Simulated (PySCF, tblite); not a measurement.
**C₇H₁₁N+ (doublet): geometry, infrared bands and EPR parameters**

What infrared bands and EPR parameters should C₇H₁₁N+ (doublet) (`[CH2+][C](C)C1=NCCC1`) show?

The runs use tblite 0.8.0 and PySCF 2.14.0, with density-fitted response routines of our own; the level of theory stands in each step. All values are computed, except where a source is named. Atoms count from 0, in the outputs and in this text.

### Step 1. The molecule as given

19 atoms, charge 1, multiplicity 2; geometry from: force field or distance geometry start.

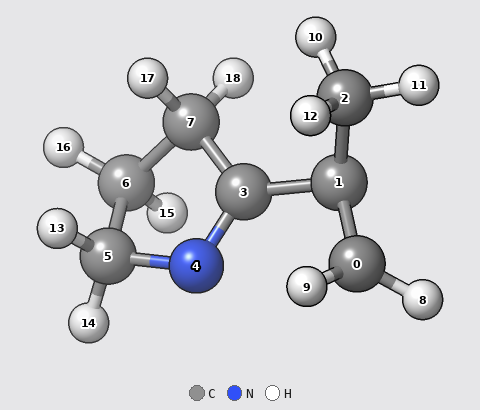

The starting geometry (carbon grey, nitrogen blue, hydrogen white), atoms numbered.

### Step 2. Relaxing the molecule with GFN2-xTB

The job: settings as JSON, then the geometry in Å.

```
{"job": {"kind": "relax", "xc": "GFN2-xTB", "basis": "xTB"}, "charge": 1, "multiplicity": 2}
C     -1.994200     1.160000    -0.982500
C     -1.397600    -0.185500    -0.720900
C     -2.229400    -0.820600     0.379000
C      0.016200     0.010000    -0.258100
N      0.579300     1.165300    -0.293000
C      1.927200     1.063900     0.201700
C      2.283100    -0.407700    -0.039800
C      0.930900    -1.010700     0.299100
H     -2.558500     1.311500    -1.900500
H     -1.891500     1.970800    -0.270200
H     -1.718300    -1.690900     0.810100
H     -3.227300    -1.115200    -0.035700
H     -2.464700    -0.011400     1.128400
H      1.951800     1.246800     1.279700
H      2.570000     1.742900    -0.380200
H      2.440900    -0.575400    -1.108200
H      3.087100    -0.758600     0.612000
H      0.860200    -1.065600     1.415200
H      0.825000    -2.020200    -0.143500
```

Started as:

```sh
$ OMP_NUM_THREADS=1 python probes_run.py task.json out
```

This one command runs all jobs of the session in turn.

What it wrote:

```text
step      E/eV     max force
  0    -623.17434    5.400
  1    -623.69773    3.353
  2    -624.07291    1.791
  3    -624.27815    1.062
  4    -624.38749    1.301
  5    -624.52810    1.379
  6    -624.75154    1.366
  7    -624.90466    1.399
  8    -625.08447    1.322
  9    -625.22523    1.303
 10    -625.37323    1.151
 11    -625.54029    0.969
 12    -625.64774    0.851
 13    -625.71073    0.955
 14    -625.78023    1.468
 15    -625.84650    0.621
 16    -625.90778    0.478
 17    -625.92859    0.430
 18    -625.95769    0.319
 19    -625.97029    0.269
 20    -625.98396    0.229
 21    -625.99352    0.214
 22    -626.00162    0.196
 23    -626.00770    0.184
 24    -626.01273    0.159
 25    -626.01668    0.151
 26    -626.01990    0.128
 27    -626.02263    0.132
 28    -626.02485    0.115
 29    -626.02652    0.090
 30    -626.02780    0.076
 31    -626.02897    0.083
 32    -626.03023    0.091
 33    -626.03155    0.091
 34    -626.03288    0.092
 35    -626.03439    0.091
 36    -626.03623    0.089
 37    -626.03829    0.089
 38    -626.04037    0.095
 39    -626.04274    0.117
 40    -626.04608    0.142
 41    -626.05081    0.163
 42    -626.05575    0.162
 43    -626.05991    0.141
 44    -626.06295    0.143
 45    -626.06553    0.137
 46    -626.06928    0.132
 47    -626.07366    0.152
 48    -626.07757    0.138
 49    -626.08045    0.131
 50    -626.08240    0.204
 51    -626.08519    0.103
 52    -626.08812    0.093
 53    -626.08987    0.113
 54    -626.09165    0.115
 55    -626.09369    0.129
 56    -626.09648    0.133
 57    -626.09878    0.118
 58    -626.10065    0.132
 59    -626.10304    0.126
 60    -626.10660    0.140
 61    -626.10965    0.172
 62    -626.11238    0.106
 63    -626.11424    0.082
 64    -626.11557    0.079
 65    -626.11728    0.083
 66    -626.11906    0.099
 67    -626.12025    0.082
 68    -626.12098    0.077
 69    -626.12172    0.076
 70    -626.12275    0.063
 71    -626.12415    0.090
 72    -626.12555    0.086
 73    -626.12664    0.071
 74    -626.12759    0.071
 75    -626.12874    0.064
 76    -626.12980    0.060
 77    -626.13054    0.051
 78    -626.13097    0.053
 79    -626.13139    0.055
 80    -626.13189    0.060
 81    -626.13238    0.044
 82    -626.13275    0.047
 83    -626.13306    0.047
 84    -626.13345    0.058
 85    -626.13403    0.058
 86    -626.13474    0.063
 87    -626.13563    0.080
 88    -626.13667    0.077
 89    -626.13780    0.089
 90    -626.13833    0.117
 91    -626.13955    0.073
 92    -626.14033    0.081
 93    -626.14165    0.082
 94    -626.14269    0.086
 95    -626.14353    0.058
 96    -626.14395    0.039
 97    -626.14418    0.042
 98    -626.14446    0.048
 99    -626.14489    0.048
100    -626.14523    0.037
101    -626.14541    0.038
102    -626.14555    0.034
103    -626.14573    0.027
104    -626.14597    0.033
105    -626.14618    0.031
106    -626.14637    0.031
107    -626.14657    0.031
108    -626.14683    0.040
109    -626.14716    0.042
110    -626.14752    0.038
111    -626.14784    0.035
112    -626.14811    0.035
113    -626.14832    0.035
114    -626.14852    0.030
115    -626.14870    0.026
116    -626.14885    0.021
117    -626.14893    0.018
118    -626.14896    0.010
```

Wall time 0.92 s (1 thread of Arm Neoverse V1, shared host).

Relaxation path: (not every step is listed)

```
step  energy from step 0 (eV)  largest force (eV/Å)
   0                   0.0000                5.3995
   1                  -0.5234                3.3526
   2                  -0.8986                1.7913
   3                  -1.1038                1.0620
   4                  -1.2131                1.3007
   5                  -1.3538                1.3789
   6                  -1.5772                1.3664
   7                  -1.7303                1.3991
   8                  -1.9101                1.3216
  18                  -2.7833                0.3191
  28                  -2.8505                0.1147
  38                  -2.8660                0.0947
  48                  -2.9032                0.1380
  58                  -2.9263                0.1316
  68                  -2.9466                0.0771
  78                  -2.9566                0.0528
  88                  -2.9623                0.0773
  98                  -2.9701                0.0484
 108                  -2.9725                0.0396
 113                  -2.9740                0.0351
 114                  -2.9742                0.0304
 115                  -2.9744                0.0263
 116                  -2.9745                0.0208
 117                  -2.9746                0.0177
 118                  -2.9746                0.0102
```

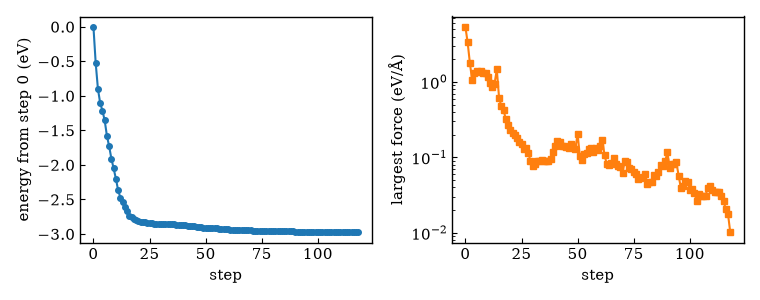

Energy and largest force along the relaxation.

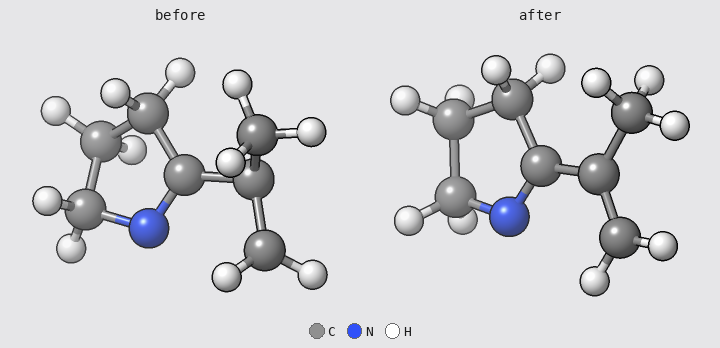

The geometry before (left) and after (right).

Distances of close pairs at the start and the end, largest changes first:

```
  bond  before (Å)  after (Å)  change (Å)
 C0–C1       1.495      1.358      -0.137
 C1–C3       1.500      1.445      -0.055
 N4–C5       1.439      1.400      -0.039
 C1–C2       1.518      1.483      -0.036
C2–H12       1.128      1.092      -0.036
C2–H11       1.120      1.086      -0.034
C7–H17       1.120      1.094      -0.026
 C3–C7       1.480      1.499      +0.020
```

The next job starts from the end point, and lists it.

### Step 3. Harmonic vibrations with GFN2-xTB

The job: settings as JSON, then the geometry in Å.

```
{"job": {"kind": "ir", "xc": "GFN2-xTB", "basis": "xTB"}, "charge": 1, "multiplicity": 2}
C     -2.078059     1.338385    -0.691901
C     -1.457625     0.219175    -0.236519
C     -2.193889    -1.020426     0.108930
C     -0.020979     0.230785    -0.080458
N      0.694751     1.269238    -0.353221
C      2.060259     1.055303    -0.130489
C      2.229065    -0.385154     0.375243
C      0.796974    -0.927836     0.405237
H     -3.146581     1.371894    -0.828235
H     -1.513217     2.225445    -0.928740
H     -1.825632    -1.865204    -0.476602
H     -3.259210    -0.907373    -0.067518
H     -2.037528    -1.282485     1.157536
H      2.430882     1.822320     0.565675
H      2.604438     1.269053    -1.062518
H      2.872845    -0.962543    -0.289644
H      2.697961    -0.408618     1.359926
H      0.477720    -1.232969     1.405683
H      0.658020    -1.799739    -0.239845
```

What it wrote:

```text
mode    cm-1     km/mol
  1      69.1      0.66
  2      97.6      0.05
  3     151.3      4.66
  4     172.2     28.02
  5     189.2      1.09
  6     348.4      2.00
  7     364.1      3.48
  8     443.3      4.38
  9     489.5      0.08
 10     535.8      0.28
 11     569.5      4.89
 12     692.5     26.83
 13     705.0     10.58
 14     766.0     61.21
 15     857.7      1.51
 16     872.4      1.63
 17     918.6     26.22
 18     931.1      4.20
 19     964.5     76.43
 20     972.4      7.00
 21     993.6      4.64
 22    1001.5     37.31
 23    1057.2     24.21
 24    1074.5      0.67
 25    1099.7     33.31
 26    1106.8      0.60
 27    1123.7     41.87
 28    1190.9     34.06
 29    1242.9     45.33
 30    1272.4     11.38
 31    1295.0    213.72
 32    1334.8     96.03
 33    1352.5    130.37
 34    1369.9    172.94
 35    1388.3     32.63
 36    1412.9     23.59
 37    1421.1    213.37
 38    1440.0     10.54
 39    1508.3      5.97
 40    1558.9    265.81
 41    2845.2     21.64
 42    2900.5     80.60
 43    2940.3      0.73
 44    2969.5     20.16
 45    2974.9      0.42
 46    2979.2      2.12
 47    2997.5     46.63
 48    3001.0     46.25
 49    3074.3      3.43
 50    3098.2     31.26
 51    3140.0      1.07
```

Run time: 0.72 s. Hardware: 1 thread of Arm Neoverse V1, shared host.

The strongest bands and the atoms that carry them (share of the mass-weighted mode):

```
cm⁻¹  km/mol                                 atoms
 964    76.4                      C6 41 %, C5 24 %
1295   213.7           H14 27 %, H13 27 %, C1 13 %
1335    96.0             H9 34 %, C1 22 %, H8 21 %
1352   130.4  H14 13 %, H13 13 %, C1 13 %, H8 12 %
1370   172.9           H10 30 %, H12 30 %, C2 14 %
1421   213.4                    H16 41 %, H15 41 %
1559   265.8                      C1 49 %, C0 32 %
2900    80.6                    H13 48 %, H14 47 %
```

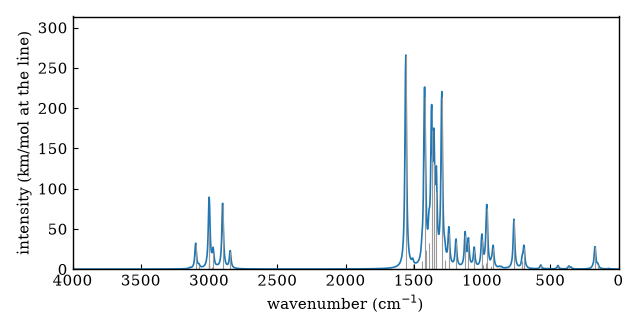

The infrared spectrum from these modes, unscaled. Lines are broadened to a width of 14 cm⁻¹ (Lorentzian).

### Step 4. EPR parameters: B3LYP/pcH-1

Same as in step 3 but for these lines:

```diff
@@ -1,2 +1,2 @@
-{"job": {"kind": "ir", "xc": "GFN2-xTB", "basis": "xTB"}, "charge": 1, "multiplicity": 2}
+{"job": {"kind": "epr", "basis": "pcH-1"}, "charge": 1, "multiplicity": 2}
 C     -2.078059     1.338385    -0.691901
```

Level: UKS B3LYP, pcH-1 on C H N, non-relativistic, mean-field spin-orbit, GIAO.

What it wrote:

```text
UKS, coarse grid
  cycle   1  E = -327.76511785  |g| = 2.87e-01
  cycle   2  E = -327.74439984  |g| = 3.53e-01
  cycle   3  E = -327.80184784  |g| = 7.83e-02
  cycle   4  E = -327.80374356  |g| = 5.04e-02
  cycle   5  E = -327.80507298  |g| = 1.36e-02
  cycle   6  E = -327.80518304  |g| = 5.83e-03
  cycle   7  E = -327.80521132  |g| = 2.14e-03
  cycle   8  E = -327.80521970  |g| = 1.54e-03
  cycle   9  E = -327.80522230  |g| = 3.85e-04
UKS, final grid
  cycle   1  E = -327.80522470  |g| = 6.29e-04
  cycle   2  E = -327.80522424  |g| = 1.11e-03
  cycle   3  E = -327.80522492  |g| = 1.08e-04
  cycle   4  E = -327.80522492  |g| = 4.05e-05
  cycle   5  E = -327.80522492  |g| = 3.04e-05
  cycle   6  E = -327.80522492  |g| = 8.66e-06
E = -327.80522492 Eh   <S^2> = 0.7686 (exact 0.7500)
g shifts (ppm)      1          2          3
  rmc          -164       -164       -164
  gc             -4         22         26
  oz_so           4       1392       7396
  total        -164       1250       7258
hyperfine (MHz)  atom isotope    a_iso     a_fc   dipolar eigenvalues
    0   13C      30.42      30.42    -36.65    -36.07     72.72
    1   13C      -5.21      -5.21    -10.68     -8.14     18.81
    2   13C      -5.10      -5.10     -2.12     -0.41      2.53
    3   13C     -11.49     -11.49     -1.58     -0.79      2.36
    4   14N      12.23      12.23    -17.12    -16.51     33.63
    5   13C     -20.59     -20.59     -5.93     -2.70      8.63
    6   13C      -2.28      -2.28     -1.26     -0.05      1.31
    7   13C      -3.36      -3.36     -1.64     -0.18      1.82
    8    1H     -29.44     -29.44    -17.54     -2.87     20.41
    9    1H     -28.98     -28.98    -13.78     -4.16     17.94
   10    1H      36.71      36.71     -2.48     -1.39      3.86
   11    1H      -0.77      -0.77     -2.31     -1.57      3.87
   12    1H      38.18      38.18     -2.47     -1.45      3.92
   13    1H     144.68     144.68     -5.50     -2.97      8.47
   14    1H     145.85     145.85     -5.53     -2.93      8.46
   15    1H      15.05      15.05     -1.88     -1.28      3.16
   16    1H      14.81      14.81     -1.87     -1.28      3.15
   17    1H      28.97      28.97     -2.10     -1.11      3.21
   18    1H      28.98      28.98     -2.12     -1.10      3.22
```

Run time: 1.9 min. Hardware: 1 thread of Arm Neoverse V1, shared host; peak memory 1.1 GiB.

Principal g values 2.00216, 2.00357, 2.00958; g(iso) = 2.00510, against 2.00232 for a free electron.

Hyperfine couplings; where a row names several nuclei, a(iso) is their mean (it holds for fast rotation or exchange) and the dipolar term the largest among them:

```
       nuclei  isotope  a(iso) (MHz)  a(iso) (G, at g = 2.0023)  largest dipolar term (MHz)
     H13, H14       1H         145.3                       51.8                         8.5
           C0      13C          30.4                       10.9                        72.7
       H8, H9       1H         -29.2                      -10.4                        20.4
     H17, H18       1H          29.0                       10.3                         3.2
H10, H11, H12       1H          24.7                        8.8                         3.9
           C5      13C         -20.6                       -7.3                         8.6
     H15, H16       1H          14.9                        5.3                         3.2
           N4      14N          12.2                        4.4                        33.6
           C3      13C         -11.5                       -4.1                         2.4
           C1      13C          -5.2                       -1.9                        18.8
           C2      13C          -5.1                       -1.8                         2.5
           C7      13C          -3.4                       -1.2                         1.8
           C6      13C          -2.3                       -0.8                         1.3
```

Mulliken spin populations:

C0 0.45; C1 0.11; C2 0.00; C3 -0.03; N4 0.35; C5 -0.02; C6 0.01; C7 0.00; H8 -0.02; H9 -0.02; H10 0.01; H11 0.00; H12 0.01; H13 0.06; H14 0.06; H15 0.00; H16 0.00; H17 0.01; H18 0.01

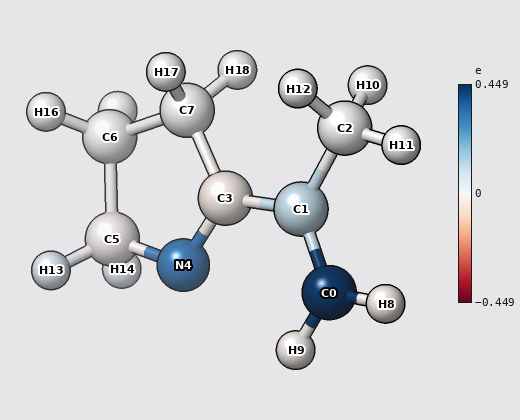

Mulliken spin populations, as colours on the atoms.

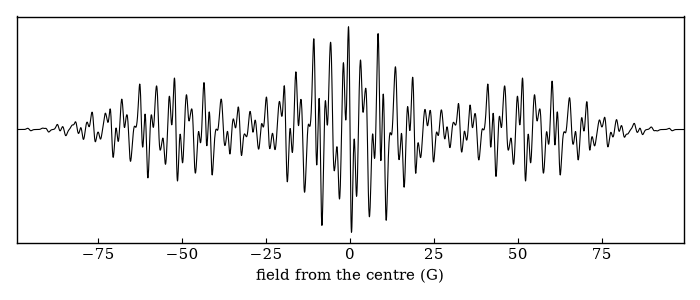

First-order isotropic spectrum (first derivative, main isotopes with spin only, couplings over 0.8 MHz, Gaussian width 0.5 G; couplings of the frozen geometry, rotation of groups not averaged beyond the rows shown).

Orbitals, density, ELF and potential are computed afterwards from the orbital file.

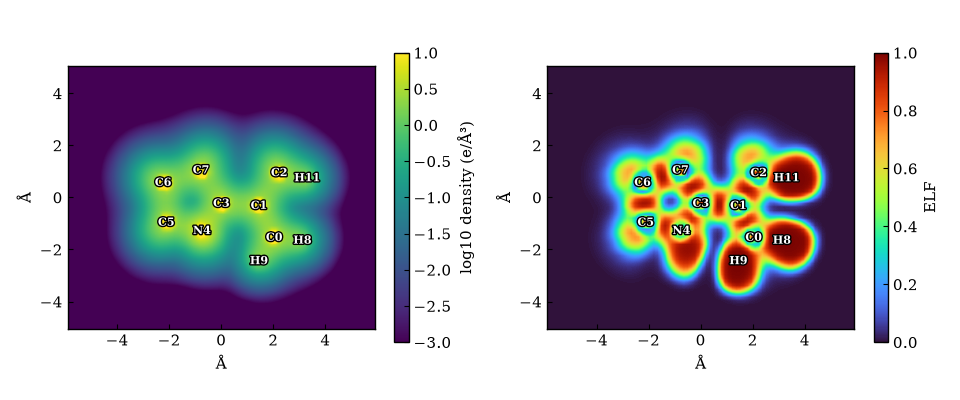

Density (left) and ELF (right) in a plane through or near 11 of the atoms.

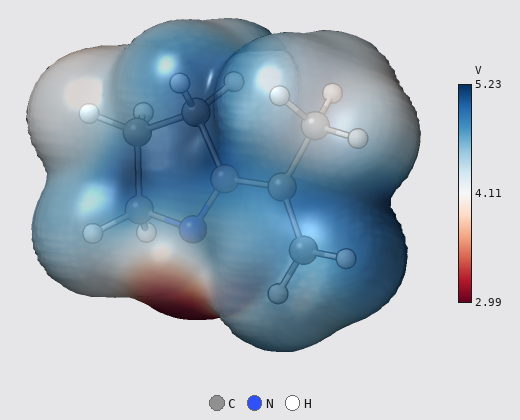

Electrostatic potential on the surface of density 0.002 e/bohr³; red is low, blue high. It runs from 2.99 V near N4 to 5.23 V near H12.

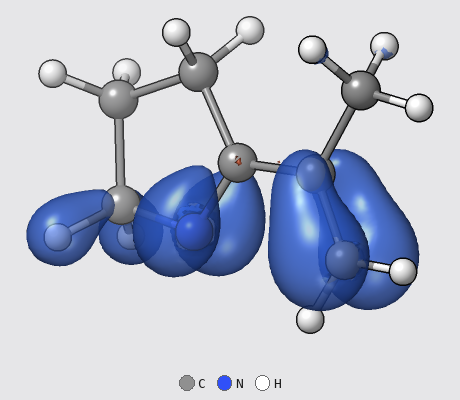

Spin density at ±0.03 e/Å³ (alpha excess blue, beta excess red).

### Step 5. Results

| quantity | value |
| --- | --- |
| strongest single infrared mode (GFN2-xTB) | 1559 cm⁻¹, 266 km/mol |
| zero-point energy (GFN2-xTB) | 99.0 kcal/mol |
| g(iso) (B3LYP) | 2.00510 |
| ⟨S²⟩ | 0.769 (exact 0.75) |
| largest a(iso) (averaged by class) | 1H on H13, H14, 145.3 MHz |

Relaxing lowered the energy by 2.975 eV in 118 steps; the close pair that moved most is C0–C1, from 1.495 to 1.358 Å. All 51 modes are real, so the xTB geometry is a minimum. The strongest single mode, at 1559 cm⁻¹, moves mainly C1 and C0. GFN2-xTB is a fitted tight-binding method: band positions and strengths are rough. Its intensities can rank the bands wrongly. The largest spin populations lie on C0 (0.45 e), N4 (0.35 e). The isotropic g lies 2.8 ppt above the free-electron value. These values are for one conformer; the search (at its own cheap level) found 2 more, at 0.90, 0.91 kcal/mol, and measured spectra average over such forms.
